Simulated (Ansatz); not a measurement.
## Run report: C2H7NOSi, geometry relaxation (part 2 of 2)

The same run, continued: C2H7NOSi; UKS LDA/STO-3G (Ansatz 0.2.0). It belongs to a series of runs on one base structure; here: end point B relaxed.

Geometry of the input (Å):
```
C  -1.2855  -0.0325  0.7000
N  -0.1369  0.4295  -0.0186
Si 1.4256  0.2381  0.4983
C  0.5066  -0.5856  -0.8423
O  0.6165  -0.1952  -2.2139
H  -1.5864  0.7557  1.4667
H  -1.2185  -0.9697  1.1693
H  -2.1428  -0.0089  -0.0121
H  1.3649  -0.2458  1.9481
H  2.1313  1.5303  0.2545
H  -0.7374  1.0871  -0.5558
H  0.1740  0.6695  -2.3093
```

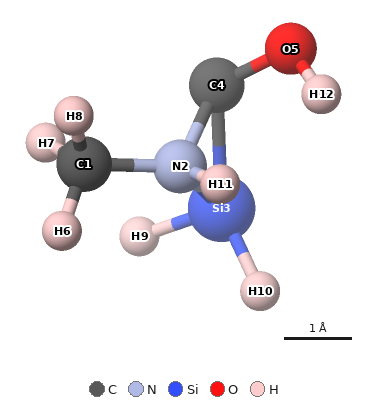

Figure 1. The geometry at step 6 of the log (ball-and-stick view, seen at a tilt; atoms are numbered from 1 in the order of the input).

Log, continued
```
relax step  11: F+E_penalty+E_count = -13353.27351860 eV  Δ(F+E_penalty+E_count) = -1.787e-4 eV  max|allowed force component| = 1.898e-2 eV/Å  Δτ_max = 0.0112 Å  (24 SCF iters, accepted)
533 factors; integrals over basis functions are off by at most 1.1e-5 eV
mean field evaluation 96: about -13353.2731 eV, gradient 2.3e-1 eV
mean field -13353.27351860 eV, -490.7237506345 hartree, gradient 1.8e-5 eV, S^2 0.000000; 1 other end points of the search recorded, 0 dependent functions left out
the calculation of the forces begins
reference -13353.27353996 eV, -490.7237514196 hartree; 24, 24 occupied and 12, 12 virtual orbitals, 533 factors
Total energy: -13353.27353996 eV, -490.7237514196 hartree
Atom 0 at    -1.384889     0.034236     0.745320 Å, force    -0.007390    -0.004022     0.004819 eV/Å
Atom 1 at    -0.215949     0.430654    -0.106587 Å, force    -0.002062    -0.007277    -0.006521 eV/Å
Atom 2 at     1.589659     0.272437     0.412938 Å, force     0.008236    -0.003104    -0.001303 eV/Å
Atom 3 at     0.501196    -0.730398    -0.924868 Å, force     0.001681     0.012659    -0.002696 eV/Å
Atom 4 at     0.514982    -0.408051    -2.276700 Å, force    -0.002471    -0.003729     0.018980 eV/Å
Atom 5 at    -1.548444     0.781568     1.545562 Å, force     0.001034    -0.005670    -0.002285 eV/Å
Atom 6 at    -1.142598    -0.945586     1.192838 Å, force    -0.003654     0.006680     0.005945 eV/Å
Atom 7 at    -2.301832    -0.063422     0.133079 Å, force     0.006465     0.001011    -0.001353 eV/Å
Atom 8 at     1.453985    -0.345780     1.727531 Å, force     0.001459     0.002334    -0.006205 eV/Å
Atom 9 at     1.765347     1.711698     0.704728 Å, force    -0.005347    -0.007372     0.000269 eV/Å
Atom 10 at    -0.459264     1.316886    -0.658622 Å, force     0.000031     0.002942    -0.006293 eV/Å
Atom 11 at     0.339208     0.618248    -2.410310 Å, force     0.002019     0.005548    -0.003358 eV/Å
Dipole moment:    -0.459591     0.663534     0.121524 e Å
```

Trajectory as extended XYZ (Å, eV, eV/Å), 11 frames, from step=1 to step=11
```
12
Properties=species:S:1:pos:R:3:forces:R:3 step=1 energy=-13350.75997
C    -1.2855   -0.0325    0.7000   -4.7014   2.1349   2.1185
N    -0.1369    0.4295   -0.0186   -4.9711   1.9422  -1.9123
Si    1.4256    0.2381    0.4983    7.1407   0.0550   3.0815
C     0.5066   -0.5856   -0.8423    0.5628  -3.7527  -2.5517
O     0.6165   -0.1952   -2.2139    1.5386  -3.4596   0.6413
H    -1.5864    0.7557    1.4667    0.5035  -0.8896  -0.3825
H    -1.2185   -0.9697    1.1693    0.5824  -2.2014   0.8832
H    -2.1428   -0.0089   -0.0121    0.1575  -0.6868   0.2357
H     1.3649   -0.2458    1.9481    0.1740   0.6427  -1.5125
H     2.1313    1.5303    0.2545   -0.7220   0.0063   0.8130
H    -0.7374    1.0871   -0.5558    1.1447   2.7595  -1.3044
H     0.1740    0.6695   -2.3093   -1.4096   3.4494  -0.1097
12
Properties=species:S:1:pos:R:3:forces:R:3 step=2 energy=-13352.53468
C    -1.3485    0.0009    0.7242   -1.2993   0.1266   0.7406
N    -0.1573    0.4420   -0.0718   -4.4895   0.9188  -0.3256
Si    1.4835    0.1891    0.4376    4.3794   1.1171   1.4224
C     0.4701   -0.6831   -0.8677    0.0367  -1.6509  -1.8572
O     0.5846   -0.2984   -2.2325   -0.3376  -0.0496   0.3062
H    -1.5917    0.7538    1.5094    0.1322  -0.1439  -0.1900
H    -1.1993   -0.9753    1.2037    0.3756  -0.2039  -0.0369
H    -2.2150   -0.0774    0.0325    0.1313  -0.0790   0.1892
H     1.4242   -0.2171    1.8380   -0.0937  -0.0536  -0.1167
H     2.0202    1.5923    0.4022   -0.4813  -0.4569   0.2356
H    -0.6488    1.2341   -0.6134    1.3664   0.5782  -0.2501
H     0.2894    0.7118   -2.2773    0.2800  -0.1027  -0.1174
12
Properties=species:S:1:pos:R:3:forces:R:3 step=3 energy=-13353.05962
C    -1.4049    0.0067    0.7544    0.5568  -0.3775  -0.2253
N    -0.2154    0.4436   -0.0881   -1.6735   0.6450   0.0468
Si    1.5465    0.2006    0.4100    0.9277   0.6758   0.0264
C     0.4362   -0.7289   -0.8982   -0.1096  -0.4639  -1.0431
O     0.4712   -0.3866   -2.2727    0.1556   2.2992   1.0173
H    -1.6143    0.7524    1.5389   -0.0719   0.1162   0.1003
H    -1.1389   -0.9736    1.2129   -0.1097   0.3800  -0.1552
H    -2.2791   -0.1278    0.0893   -0.0576   0.0204   0.1227
H     1.4481   -0.2278    1.7906   -0.0578  -0.1842   0.1743
H     1.9209    1.6415    0.4839   -0.1724  -0.2891   0.0060
H    -0.5436    1.3380   -0.6339    0.6983  -0.6492   0.3156
H     0.4846    0.7343   -2.3021   -0.0859  -2.1726  -0.3859
12
Properties=species:S:1:pos:R:3:forces:R:3 step=4 energy=-13353.19814
C    -1.3949    0.0266    0.7728    0.0078   0.2329  -0.1508
N    -0.2409    0.4361   -0.1034   -0.6224  -0.1650   0.4084
Si    1.5456    0.2363    0.3930    0.3497  -0.0581   0.1180
C     0.4159   -0.7469   -0.9306    0.5915   0.4873  -0.4522
O     0.5322   -0.3630   -2.2623   -0.1810   0.2123  -0.5774
H    -1.5934    0.8000    1.5348   -0.0296   0.1060   0.0565
H    -1.1277   -0.9153    1.2719    0.1901  -0.1481   0.0418
H    -2.3025   -0.1520    0.1715   -0.1033   0.0767  -0.1153
H     1.4668   -0.3615    1.7224   -0.1237   0.1876   0.0664
H     1.7567    1.6910    0.5864    0.0981  -0.1886   0.0743
H    -0.4746    1.3246   -0.6499   -0.0715   0.0183   0.0432
H     0.5281    0.6966   -2.4217   -0.1056  -0.7613   0.4873
12
Properties=species:S:1:pos:R:3:forces:R:3 step=5 energy=-13353.03937 accepted=F
C    -1.4382    0.0082    0.7621    0.4499  -0.2886  -0.0246
N    -0.2307    0.3333   -0.0736    0.7165  -0.1915   0.0355
Si    1.5948    0.2380    0.3868   -0.2257  -0.2522   0.5226
C     0.5879   -0.7720   -1.0119   -0.9329  -0.4103   0.9085
O     0.5369   -0.3137   -2.3057    0.0804   0.4508  -0.4459
H    -1.6263    0.8081    1.5064    0.0638  -0.0129  -0.0612
H    -1.2149   -0.9342    1.2919   -0.0650  -0.0363   0.0522
H    -2.3466   -0.1390    0.1413    0.1802   0.0694  -0.0614
H     1.3544   -0.2224    1.7588    0.4664  -0.0953  -0.1323
H     1.9163    1.6764    0.4927   -0.3316   0.0935   0.1128
H    -0.3710    1.2670   -0.5269   -0.5404   0.7202  -0.7793
H     0.3489    0.7229   -2.3370    0.1383  -0.0468  -0.1268
12
Properties=species:S:1:pos:R:3:forces:R:3 step=6 energy=-13353.26052
C    -1.3959    0.0238    0.7612   -0.0653  -0.0146  -0.0549
N    -0.2333    0.4143   -0.0968    0.1351  -0.0384  -0.0122
Si    1.5663    0.2309    0.4121    0.0618   0.0412  -0.0777
C     0.4745   -0.7463   -0.9566   -0.0612   0.1186   0.0334
O     0.5079   -0.3628   -2.2937    0.0243   0.2336   0.0102
H    -1.5907    0.8030    1.5228    0.0001   0.0009   0.0081
H    -1.1362   -0.9254    1.2597    0.0124  -0.0309   0.0084
H    -2.3008   -0.1298    0.1425   -0.0130   0.0116   0.0195
H     1.4507   -0.3106    1.7650   -0.0475  -0.0146  -0.0831
H     1.7976    1.6766    0.6085   -0.0005  -0.0169   0.0324
H    -0.4618    1.3101   -0.6327   -0.0475   0.0560  -0.0259
H     0.4330    0.6886   -2.4072    0.0013  -0.3465   0.1417
12
Properties=species:S:1:pos:R:3:forces:R:3 step=7 energy=-13353.26785
C    -1.3943    0.0247    0.7559   -0.0303   0.0206   0.0162
N    -0.2288    0.4219   -0.0968    0.0661  -0.0752  -0.0531
Si    1.5739    0.2398    0.4061    0.0430   0.0009   0.0126
C     0.4770   -0.7435   -0.9469   -0.0381   0.0683   0.1180
O     0.5137   -0.3711   -2.2841   -0.0123   0.0964  -0.1009
H    -1.5865    0.7963    1.5265    0.0011  -0.0105   0.0009
H    -1.1361   -0.9307    1.2444    0.0053  -0.0121  -0.0065
H    -2.3016   -0.1184    0.1380    0.0075   0.0052   0.0000
H     1.4454   -0.3160    1.7502   -0.0117  -0.0131  -0.0371
H     1.8003    1.6828    0.6215   -0.0043   0.0157   0.0289
H    -0.4636    1.3147   -0.6366   -0.0288   0.0393  -0.0273
H     0.4120    0.6719   -2.3933    0.0024  -0.1355   0.0484
12
Properties=species:S:1:pos:R:3:forces:R:3 step=8 energy=-13353.27045
C    -1.3911    0.0321    0.7538    0.0002  -0.0258  -0.0505
N    -0.2261    0.4261   -0.1033    0.0381  -0.0327   0.0462
Si    1.5802    0.2673    0.4029    0.0234  -0.0267   0.0271
C     0.4900   -0.7420   -0.9269    0.0240   0.1007  -0.0758
O     0.5170   -0.3966   -2.2745   -0.0164  -0.0458  -0.0171
H    -1.5539    0.7710    1.5603    0.0051   0.0681   0.0002
H    -1.1542   -0.9490    1.1995    0.0099  -0.0363  -0.0207
H    -2.3040   -0.0574    0.1362   -0.0562  -0.0224   0.0321
H     1.4630   -0.3286    1.7273   -0.0241  -0.0209   0.0355
H     1.7718    1.7060    0.6692    0.0138   0.0455  -0.0057
H    -0.4731    1.3042   -0.6637    0.0041   0.0362   0.0103
H     0.3919    0.6393   -2.3959   -0.0219  -0.0401   0.0183
12
Properties=species:S:1:pos:R:3:forces:R:3 step=9 energy=-13353.27285
C    -1.3882    0.0317    0.7479   -0.0016   0.0133   0.0150
N    -0.2194    0.4315   -0.1025   -0.0071  -0.0529  -0.0188
Si    1.5854    0.2691    0.4107    0.0186  -0.0234  -0.0160
C     0.4948   -0.7357   -0.9252    0.0079   0.0652  -0.0134
O     0.5150   -0.4018   -2.2751   -0.0019  -0.0632   0.0132
H    -1.5542    0.7742    1.5522    0.0026   0.0088  -0.0117
H    -1.1476   -0.9494    1.1935    0.0048   0.0008  -0.0114
H    -2.3032   -0.0631    0.1327   -0.0075  -0.0053   0.0041
H     1.4552   -0.3351    1.7315   -0.0055   0.0036   0.0111
H     1.7770    1.7091    0.6805   -0.0047   0.0115   0.0151
H    -0.4644    1.3142   -0.6586    0.0025   0.0088   0.0121
H     0.3611    0.6278   -2.4026   -0.0080   0.0328   0.0008
12
Properties=species:S:1:pos:R:3:forces:R:3 step=10 energy=-13353.27334
C    -1.3859    0.0329    0.7462   -0.0032   0.0049   0.0181
N    -0.2169    0.4313   -0.1047   -0.0151  -0.0257  -0.0289
Si    1.5882    0.2707    0.4115    0.0109  -0.0032   0.0092
C     0.4983   -0.7329   -0.9256   -0.0035   0.0307  -0.0045
O     0.5136   -0.4062   -2.2768    0.0057  -0.0315   0.0296
H    -1.5497    0.7777    1.5491    0.0027  -0.0080  -0.0091
H    -1.1441   -0.9483    1.1914   -0.0022   0.0096   0.0010
H    -2.3029   -0.0628    0.1338    0.0079   0.0009  -0.0027
H     1.4521   -0.3386    1.7300    0.0041  -0.0055  -0.0048
H     1.7703    1.7104    0.6951   -0.0030  -0.0007  -0.0010
H    -0.4609    1.3166   -0.6576    0.0016   0.0007   0.0017
H     0.3494    0.6216   -2.4073   -0.0061   0.0276  -0.0086
12
Properties=species:S:1:pos:R:3:forces:R:3 step=11 energy=-13353.27352
C    -1.3849    0.0342    0.7453   -0.0074  -0.0040   0.0048
N    -0.2159    0.4307   -0.1066   -0.0021  -0.0073  -0.0065
Si    1.5897    0.2724    0.4129    0.0082  -0.0031  -0.0013
C     0.5012   -0.7304   -0.9249    0.0017   0.0127  -0.0027
O     0.5150   -0.4081   -2.2767   -0.0025  -0.0037   0.0190
H    -1.5484    0.7816    1.5456    0.0010  -0.0057  -0.0023
H    -1.1426   -0.9456    1.1928   -0.0037   0.0067   0.0059
H    -2.3018   -0.0634    0.1331    0.0065   0.0010  -0.0014
H     1.4540   -0.3458    1.7275    0.0015   0.0023  -0.0062
H     1.7653    1.7117    0.7047   -0.0053  -0.0074   0.0003
H    -0.4593    1.3169   -0.6586    0.0000   0.0029  -0.0063
H     0.3392    0.6182   -2.4103    0.0020   0.0055  -0.0034
```

Results in brief

```tsv
quantity	value
outcome	converged
total energy	−13353.2735 eV
mean-field energy	−13353.2735 eV
largest force (length of the vector) at the end	0.020 eV/Å
hardware	1 thread of Arm Neoverse V2, 24 GiB of memory available, shared host
wall time	27 s
peak memory	0.16 GiB
```
